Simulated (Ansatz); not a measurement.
**ClH$_{4}$N$_{2}$NbS (SMILES [NH2][Nb]([NH2])(=[S])[Cl]): density, localisation and related maps**

```
atom    x (Å)    y (Å)    z (Å)
   N  -1.2833   0.8538  -0.6538
  Nb   0.4332  -0.0494  -0.4411
   N   0.6092  -0.8261   1.3403
   S   0.5209  -1.6400  -1.8642
  Cl   2.1217   1.4995  -0.7386
   H  -1.6289   1.5702  -0.0288
   H  -1.9659   0.6514  -1.3697
   H   0.4871  -0.3071   2.2000
   H   0.7943  -1.7986   1.5389
```

Geometry: PBE0-D4/def2-TZVP; core potentials replace the inner electrons of Nb.

Computed with RKS PBE0-D4/def2-TZVPP (Ansatz).

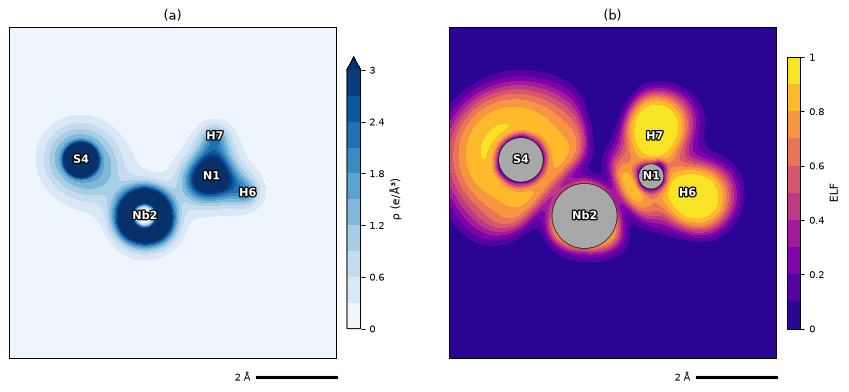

Figure 1. (a) electron density; (b) electron localisation function on the plane of atoms N1, Nb2 and S4. Grey discs cover the atomic cores in the ELF map.

Question: Describe what can be read from this map.

Answer: Atoms in the plane: N, Nb, S and H.
Nb–N (1.95 Å): ρ at the midpoint is about 1 e/Å³; the ELF peaks at about 0.85 in the valence shell of N, 0.6 Å from its nucleus, and is about 0.35 at the midpoint.
Nb–S (2.14 Å): ρ at the midpoint is about 1 e/Å³; the ELF peaks at about 0.75 in the valence shell of S, 0.8 Å from its nucleus, and is about 0.50 at the midpoint.
N–H (1.01 Å): ρ is about 2.9 e/Å³ halfway; the ELF climbs to about 1 towards the hydrogen, as it does in any bond to H: an ordinary covalent bond to hydrogen.

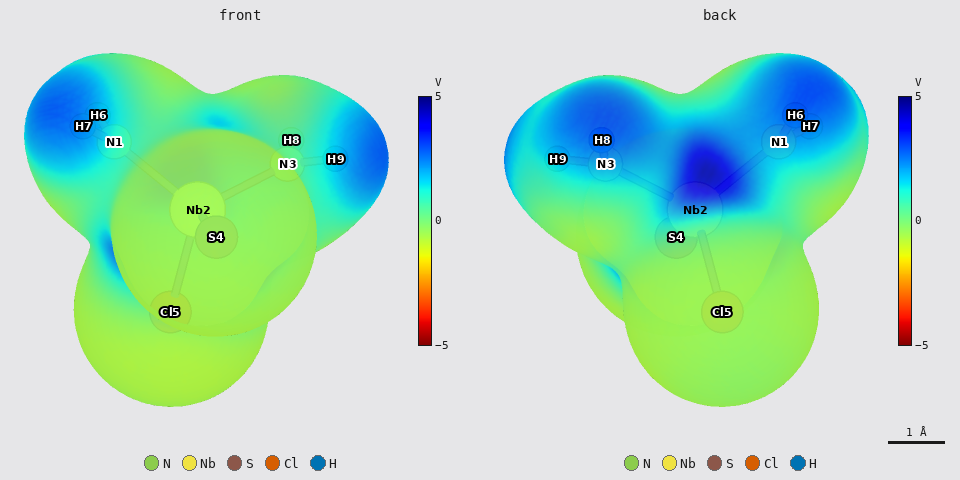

Figure 2. The molecular electrostatic potential painted on the density surface at 0.004 e/bohr³, seen from the front and from behind; red is negative and blue positive.

Question: Which sites attract a positive test charge, and which a negative one?

Answer: A positive charge is drawn to the negative regions and a negative charge to the positive ones. The most negative region (about −0.7 V) lies over S4 and Cl5, the most positive (about +4.0 V) over Nb2.

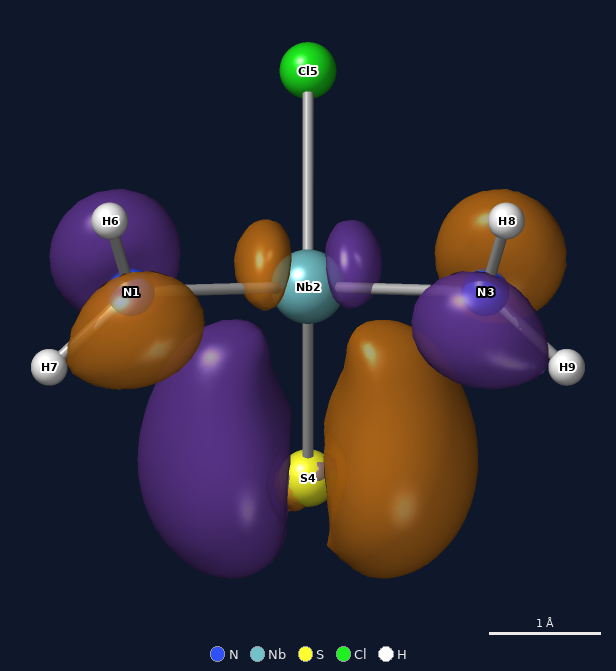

Figure 3. The HOMO−1 at ±0.15 Å⁻³ᐟ² (orange and purple are the two phases), seen from one side.

Question: Where does this orbital lie, and at what energy?

Answer: By Hirshfeld shares it lies mainly on S4 (about 50 %), Nb2 (about 15 %), N1 (about 15 %) and N3 (about 15 %). Its energy is −7.68 eV.

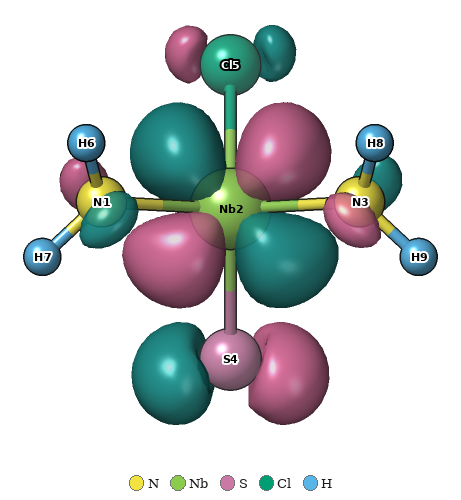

Figure 4. One frontier orbital at ±0.15 Å⁻³ᐟ² (teal and pink are the two phases), seen from one side.

Question: Which orbital is it: HOMO or LUMO?

Answer: The LUMO, at −1.95 eV. Its weight (Hirshfeld) is mainly on Nb2 (about 60 %), S4 (about 20 %) and Cl5 (about 5 %).
